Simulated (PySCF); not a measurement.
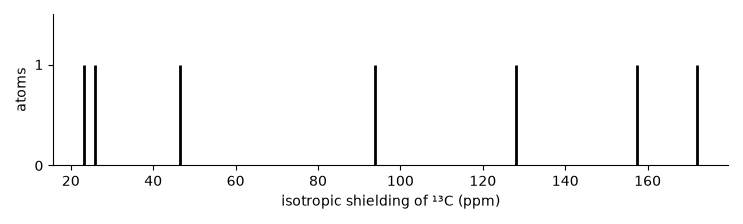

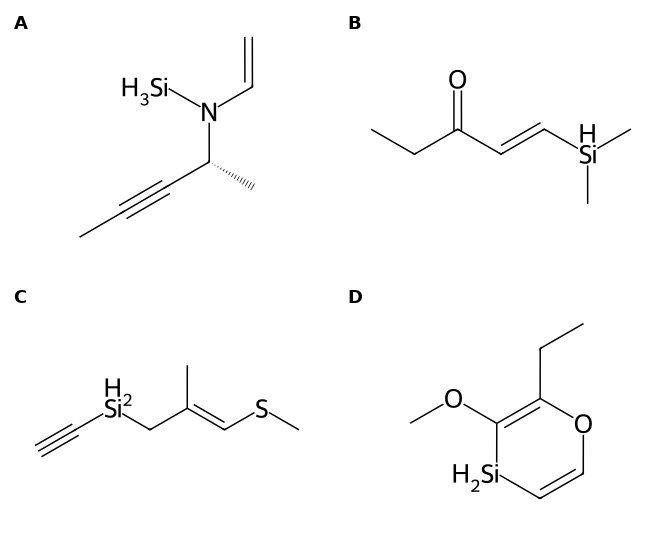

The sticks are computed shieldings of one of the molecules, for one fixed geometry (GFN2-xTB) without averaging over rotations. Low shielding means a high chemical shift. Method: GIAO PBE0/pcSseg-1 NMR shielding, non-relativistic, gas phase (PySCF 2.14.0).

> Match the spectrum to a structure.

D, `CCC1=C(OC)[SiH2]C=CO1`. Its 7 C atoms give lines at 23.2, 25.9, 46.5, 93.8, 128.0, 157.4, 172.1 ppm.

The geometry is semi-empirical. Around Si such bond lengths and angles can be off by a tenth of an ångström or more and by several degrees, and values that hang on the shape move with them.
